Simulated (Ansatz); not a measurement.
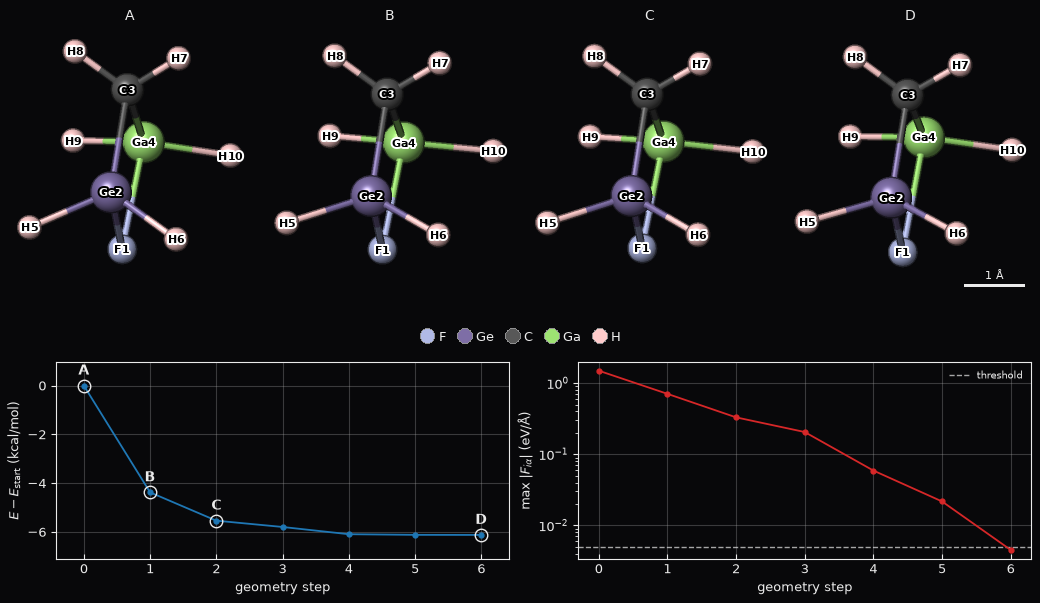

Frames of a relaxation of CH6FGaGe, marked on the history of the run. The picture is a ball-and-stick view, seen from a free direction.

The start comes from GFN2-xTB.

Theory: RKS PBE0-D4/def2-TZVP in Ansatz 0.2.0. Set-up: force threshold 0.005 eV/Å; at most 150 steps.

**Describe the path.**

The energy falls by 6.12 kcal/mol in 6 geometry steps. Largest force component: 1.5 eV/Å at the start, 0.0045 eV/Å at the end. Ge2 moves most after the best rigid fit: 0.13 Å. Largest moves by element: Ge 0.13 Å, H 0.13 Å, C 0.10 Å, Ga 0.08 Å, F 0.08 Å. Among the contacts that change: F1–Ge2 1.980 → 1.822 Å, F1–Ga4 2.102 → 2.247 Å, C3–Ga4 2.101 → 2.026 Å, Ge2–C3 1.948 → 1.909 Å. Among the angles between lasting bonds that change: F1–Ge2–H5 94.8° → 102.9°, C3–Ge2–H5 124.3° → 119.3°, F1–Ga4–C3 83.8° → 79.6°. From step 0 to 1: H atoms move most (0.11 Å), energy −4.38 kcal/mol. From step 1 to 2: F1 moves most (0.06 Å), energy −1.16 kcal/mol. From step 2 to 6: F and Ga atoms move most (0.07 Å), energy −0.58 kcal/mol.

```json
{"step": "0", "E − E(0), kcal/mol": "0.00", "largest force component, eV/Å": "1.4944"}
{"step": "1", "E − E(0), kcal/mol": "-4.38", "largest force component, eV/Å": "0.7069"}
{"step": "2", "E − E(0), kcal/mol": "-5.54", "largest force component, eV/Å": "0.3304"}
{"step": "3", "E − E(0), kcal/mol": "-5.79", "largest force component, eV/Å": "0.2055"}
{"step": "4", "E − E(0), kcal/mol": "-6.09", "largest force component, eV/Å": "0.0591"}
{"step": "5", "E − E(0), kcal/mol": "-6.12", "largest force component, eV/Å": "0.0217"}
{"step": "6", "E − E(0), kcal/mol": "-6.12", "largest force component, eV/Å": "0.0045"}
```
